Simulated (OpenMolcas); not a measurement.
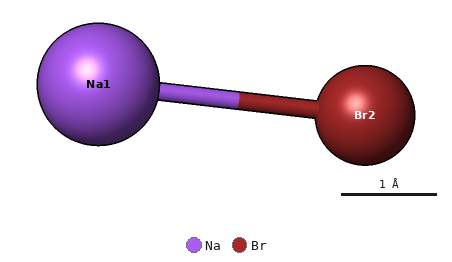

**Figure 1.** The input geometry (ball-and-stick view, seen at a tilt; atoms are numbered from 1 in the order of the input). Sticks mark near contacts. Bond lengths as drawn: Br–Na 2.88 Å.

**NaBr: single-point calculation**

- system: NaBr
- method: M06-2X/cc-pVTZ, RKS (OpenMolcas 26.06)

A bond length was changed on purpose from its optimised value.

### The input
```
&GATEWAY
 BasLib=$CurrDir
 Coord
 2
 angstrom
 Na       1.387256      -0.493199       0.698575
 Br      -1.067110       0.379380      -0.537360
 Basis=cc-pVTZ
 Group=NoSym

&SEWARD
 GridInput
 Grid=UltraFine
 End of Grid

&SCF
 KSDFT=M062X
 Thresholds=1e-10 1e-07 1e-07 1e-05
 PrOrbitals=1 1
```

Launch command:
```bash
export MOLCAS_MEM=1860
pymolcas test.inp > test.log
```

### Output
```
--- Start Module: gateway ---

                                              &GATEWAY

                       available to each process: 1.9 GB of memory, 1 thread

 Basis Set     1 Label: NA.CC-PVTZ
 Basis set is read from library:.
 basistype.tbl is not found

 Basis Set     2 Label: BR.CC-PVTZ
 Basis set is read from library:.
 basistype.tbl is not found

++    Symmetry information:
      ---------------------

                    Character Table for C1

                             E
                    a        1  x, y, xy, Rz, z, xz, Ry, yz, Rx, I
--

++    Basis set information:
      ----------------------

      Basis set label: NA.CC-PVTZ.........

      Electronic valence basis set:
      ------------------
      Associated Effective Charge  11.000000 au
      Associated Actual Charge     11.000000 au
      Nuclear Model: Point charge

      Shell  nPrim  nBasis  Cartesian Spherical Contaminant
         s      16       5        X
         p      10       4        X
         d       2       2                 X
         f       1       1                 X

      Basis set label: BR.CC-PVTZ.........

      Electronic valence basis set:
      ------------------
      Associated Effective Charge  35.000000 au
      Associated Actual Charge     35.000000 au
      Nuclear Model: Point charge

      Shell  nPrim  nBasis  Cartesian Spherical Contaminant
         s      20       6        X
         p      13       5        X
         d       9       3                 X
         f       1       1                 X
--

++    Molecular structure info:
      -------------------------

                    ************************************************
                    **** Cartesian Coordinates / bohr, angstrom ****
                    ************************************************

     Center  Label                x              y              z                     x              y              z
        1      NA1              2.621534      -0.932011       1.320115              1.387256      -0.493199       0.698575
        2      BR2             -2.016546       0.716924      -1.015463             -1.067110       0.379380      -0.537360
--

            Nuclear Potential Energy             70.66219140 au

--- Stop Module: gateway /rc=_RC_ALL_IS_WELL_ ---

--- Start Module: seward ---

                                              &SEWARD

                       available to each process: 1.9 GB of memory, 1 thread

               SEWARD will generate:
                  Multipole Moment integrals up to order  2
                  Kinetic Energy integrals
                  Nuclear Attraction integrals (point charge)
                  One-Electron Hamiltonian integrals
                  Velocity integrals
                  Orbital angular momentum around ( -0.9702   0.3449  -0.4886 )
                  Velocity quadrupole around ( -0.9702   0.3449  -0.4886 )
                  Two-Electron Repulsion integrals

                   Integrals are discarded if absolute value <: 1.00E-14
                   Integral cutoff threshold is set to       <: 1.00E-16

            Nuclear Potential Energy             70.66219140 au

      Basis set specifications :
      Symmetry species         a
      Basis functions           77

--- Stop Module: seward /rc=_RC_ALL_IS_WELL_ ---
--- Module seward spent 1 second ---

--- Start Module: scf ---

                                                &SCF

                       available to each process: 1.9 GB of memory, 1 thread

 ###############################################################################
 ###     Minimized-density-differences option turned off!                    ###
 ###############################################################################
++    Input section:
      --------------

      Header of the integral files:

      Cartesian coordinates in angstrom:
      -----------------------------------------------------
      No.  Label        X            Y            Z
      -----------------------------------------------------
       1   NA1        1.38725600  -0.49319900   0.69857500
       2   BR2       -1.06711000   0.37938000  -0.53736000
      -----------------------------------------------------
      Nuclear repulsion energy =   70.66219140
--

++    Orbital specifications:
      -----------------------

      Symmetry species               1
                                     a
      Frozen orbitals                0
      Occupied orbitals             23
      Secondary orbitals            54
      Deleted orbitals               0
      Total number of orbitals      77
      Number of basis functions     77
--

      Molecular charge                           0.000

      Numerical integration parameters
      --------------------------------
      Radial quadrature type:                         MHL
      Size of radial grid:                            99
      Lebedev angular grid:                           41
      Angular grid pruned with the crowding factor:  1.00E+10
                                 and fading factor:  1.00E+01
      Screening threshold for integral computation:   1.00E-11
      Radial quadrature accuracy:                     1.00E-25
      Maximum batch size:                             128
      AO values are stored on disk
      The same grid will be used for all iterations.

      DFT functional specifications
      -----------------------------
      Using Libxc version: 6.2.2
      Please cite the following reference:
      S. Lehtola, C. Steigemann, M. J.T. Oliveira, and M. A.L. Marques.,  SoftwareX 7, 1–5 (2018) doi:10.1016/j.softx.2017.11.002

      * Minnesota M06-2X hybrid exchange functional
        - Y. Zhao and D. G. Truhlar.,  Theor. Chem. Acc. 120, 215 (2008) doi:10.1007/s00214-007-0310-x
      * Minnesota M06-2X correlation functional
        - Y. Zhao and D. G. Truhlar.,  Theor. Chem. Acc. 120, 215 (2008) doi:10.1007/s00214-007-0310-x

++    Optimization specifications:
      ----------------------------

      SCF Algorithm: Conventional
      D(i)-D(i-1) density differences are used
      Number of density matrices in core                 5
      Maximum number of NDDO SCF iterations            400
      Maximum number of HF SCF iterations              400
      Threshold for SCF energy change             1.00E-10
      Threshold for density matrix                1.00E-07
      Threshold for Fock matrix                   1.00E-07
      Threshold for linear dependence             1.00E-09
      Threshold at which DIIS is turned on        1.50E-01
      Maximum depth in the DIIS procedure                5
      Maximum depth in the BFGS Hessian update          30
      Threshold at which QNR/C2DIIS is turned on  7.50E-02
      Threshold for Norm(delta) (QNR/C2DIIS)      1.00E-05
      All orbitals punched on: SCFORB
--

      Input vectors read from INPORB
      Orbital file label: *Guess orbitals

++ Convergence information
                                   M062X      iterations: Energy and convergence statistics

Iter     Tot. M062X      One-elec.       Two-elec.     Energy      Max Dij or  Max Fij      DNorm      TNorm      AccCon     Time
         Energy          Energy          Energy        Change      Delta Norm                                                in Sec.

 The total and one-electron energies are shifted by a value of      2000. a.u.

   1  -736.478224210 -2013.701937161  1206.561521547   0.00E+00    2.29E-01*   1.23E+00*    9.57E+00   3.36E+02   None         1.
   2  -736.539968238 -1997.502403947  1190.300244304  -6.17E-02*   2.15E-01*   4.96E-02*    3.47E+00   3.34E+02   EDIIS        1.
   3  -736.565126776 -2010.075080169  1202.847761988  -2.52E-02*   3.09E-02*   2.46E-02*    1.15E+00   3.36E+02   EDIIS        1.
   4  -736.580559128 -2003.857301819  1196.614551286  -1.54E-02*   9.57E-03*   6.33E-03*    5.61E-01   3.35E+02   c2DIIS       1.
   5  -736.581878636 -2005.219390777  1197.975320737  -1.32E-03*   2.26E-03*   3.88E-04*    1.00E-01   3.35E+02   QNRc2DIIS    1.
   6  -736.581880857 -2005.276818550  1198.032746289  -2.22E-06*   6.91E-04*   2.26E-04*    2.27E-02   3.35E+02   QNRc2DIIS    1.
   7  -736.581881609 -2005.248067089  1198.003994075  -7.52E-07*   8.11E-05*   6.56E-05*    1.06E-02   3.35E+02   QNRc2DIIS    1.
   8  -736.581881622 -2005.250764082  1198.006691055  -1.25E-08*   3.08E-05*   1.34E-05*    1.69E-03   3.35E+02   QNRc2DIIS    1.
   9  -736.581881623 -2005.250197482  1198.006124454  -1.23E-09*   1.11E-05*   2.32E-06*    5.58E-04   3.35E+02   QNRc2DIIS    1.
  10  -736.581881623 -2005.250271368  1198.006198340  -7.19E-11    2.03E-06    8.91E-07*    9.16E-05   3.35E+02   QNRc2DIIS    1.
  11  -736.581881623 -2005.250245738  1198.006172710   0.00E+00    2.55E-07    6.70E-08     2.09E-05   3.35E+02   QNRc2DIIS    1.

       Convergence after  11 Iterations
--

 *****************************************************************************************************************************
 *                                             SCF/KS-DFT Program, Final results                                             *
 *                                                       Final Results                                                       *
 *****************************************************************************************************************************

::    Total KS-DFT energy                           -2736.5818816232
      One-electron energy                           -4005.2502457375
      Two-electron energy                            1198.0061727098
      Nuclear repulsion energy                         70.6621914045
      Kinetic energy (interpolated)                  2732.7574353499
      Virial theorem                                    1.0013994825
      Total spin, S(S+1)                                0.0000000000
      Total spin, S                                     0.0000000000
      Max non-diagonal density matrix element           0.0000001939
      Max non-diagonal Fock matrix element              0.0000000140

      All orbitals with orbital energies smaller than  E(LUMO)+0.5 are printed

++    Molecular orbitals:
      -------------------

      Title: RKS-DFT orbitals

      Molecular orbitals for symmetry species 1: a

          Orbital            1         2         3         4         5         6         7         8         9        10
          Energy         -485.2562  -63.2444  -57.0638  -57.0633  -57.0633  -39.2334   -8.9077   -6.7261   -6.7243   -6.7243
          Occ. No.          2.0000    2.0000    2.0000    2.0000    2.0000    2.0000    2.0000    2.0000    2.0000    2.0000

          Orbital           11        12        13        14        15        16        17        18        19        20
          Energy           -2.7600   -2.7594   -2.7594   -2.7577   -2.7577   -2.4815   -1.3611   -1.3611   -1.3585   -0.7244
          Occ. No.          2.0000    2.0000    2.0000    2.0000    2.0000    2.0000    2.0000    2.0000    2.0000    2.0000

          Orbital           21        22        23        24        25        26        27        28        29        30
          Energy           -0.2726   -0.2571   -0.2571   -0.0728   -0.0098   -0.0098    0.0093    0.0439    0.0439    0.0451
          Occ. No.          2.0000    2.0000    2.0000    0.0000    0.0000    0.0000    0.0000    0.0000    0.0000    0.0000

          Orbital           31        32        33        34        35        36        37        38        39        40
          Energy            0.0753    0.1058    0.1058    0.1301    0.1301    0.1574    0.2181    0.2181    0.2278    0.3480
          Occ. No.          0.0000    0.0000    0.0000    0.0000    0.0000    0.0000    0.0000    0.0000    0.0000    0.0000

          Orbital           41        42        43        44        45        46        47        48        49        50
          Energy            0.3708    0.3708    0.3835    0.3835    0.4060    0.4151    0.4151    0.4219    0.4219    0.4251
          Occ. No.          0.0000    0.0000    0.0000    0.0000    0.0000    0.0000    0.0000    0.0000    0.0000    0.0000

          Orbital           51
          Energy            0.4251
          Occ. No.          0.0000

--

++    Molecular charges:
      ------------------

      Mulliken charges per centre and basis function type
      ---------------------------------------------------

                NA1     BR2
      1s       4.1683  7.9473
      2px      2.0751  5.7965
      2pz      2.0417  5.8997
      2py      2.0360  5.9172
      3d2+     0.0223  2.0006
      3d1+     0.0250  2.0007
      3d0      0.0138  2.0004
      3d1-     0.0074  2.0002
      3d2-     0.0221  2.0006
      4f3+     0.0047  0.0000
      4f2+     0.0043  0.0000
      4f1+     0.0054  0.0000
      4f0      0.0020  0.0000
      4f1-     0.0007  0.0000
      4f2-     0.0039  0.0000
      4f3-     0.0044  0.0000
      Total   10.4368 35.5632

      N-E      0.5632 -0.5632

      Total electronic charge=   46.000000

      Total            charge=   -0.000000
--

++    Molecular properties:
      ---------------------

      Charge (e):
                      =   -0.0000
      Dipole Moment (debye):
      Origin of the operator (angstrom)=   -0.5134    0.1825   -0.2585
                   X=  9.0457E+00               Y= -3.2159E+00               Z=  4.5551E+00           Total=  1.0626E+01
      Quadrupole Moment (debye*angstrom):
      Origin of the operator (angstrom)=   -0.5134    0.1825   -0.2585
                  XX= -9.3771E+00              XY= -5.9042E+00              XZ=  8.3628E+00              YY= -2.3885E+01
                  YZ= -2.9731E+00              ZZ= -2.1773E+01
      In traceless form (debye*angstrom)
                  XX=  1.3452E+01              XY= -8.8563E+00              XZ=  1.2544E+01              YY= -8.3101E+00
                  YZ= -4.4597E+00              ZZ= -5.1419E+00
--

--- Stop Module: scf /rc=_RC_ALL_IS_WELL_ ---
--- Module scf spent 8 seconds ---

.##################.
.# Happy landing! #.
.##################.

    Timing: Wall=10.30 User=8.95 System=1.30
```

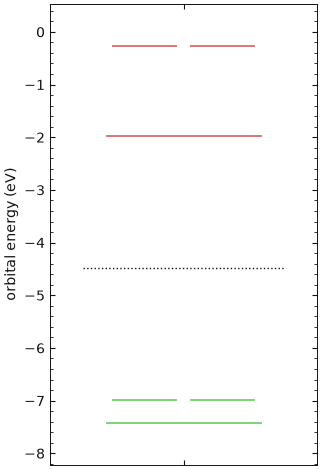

**Figure 2.** Orbital energies near the frontier; the dotted line parts filled from empty levels, and levels within 0.02 eV of each other stand side by side. Highest filled −6.99 eV, lowest empty −1.98 eV, 5.01 eV apart.

### Key numbers

- outcome: converged
- total energy: −2736.581882 hartree
- basis functions: 77
- HOMO: −6.99 eV
- LUMO: −1.98 eV
- dipole moment: 10.63 debye
- hardware: 1 thread of Arm Neoverse V2, 24 GiB of memory available, shared host
- wall time: 11 s
- peak memory: 0.44 GiB
